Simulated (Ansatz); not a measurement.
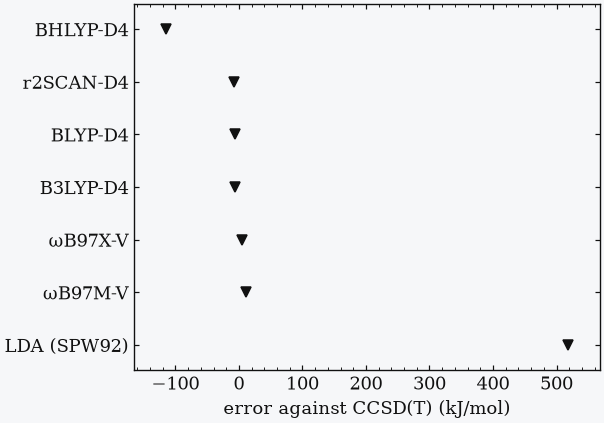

Error in the electronic atomisation energy (method less reference, so positive means overbinding) of BSiNH₅OF, SMILES BN[Si@@H](O)F: functionals in def2-TZVPP against frozen-core CCSD(T) at the limit (MP2 extrapolated from triple and quadruple zeta, plus CCSD(T) less MP2 in a smaller set), which gives 3896.3 kJ/mol, at a PBE0-D4/def2-TZVP geometry (a minimum by its frequencies), no zero-point or spin-orbit term, the Ansatz code. The reference leaves out core correlation, a term that grows with the number of heavy atoms.

Q: What range do the values span?

A: From −114.7 kJ/mol (BHLYP-D4) to 517.7 kJ/mol (LDA (SPW92)).

Q: Give the values.

A:
```csv
level,kJ/mol
BHLYP-D4,−114.7
r2SCAN-D4,−7.8
BLYP-D4,−6.6
B3LYP-D4,−5.9
ωB97X-V,4.6
ωB97M-V,11.7
LDA (SPW92),517.7
```

Limits of at least one run: one conformer of a flexible molecule.
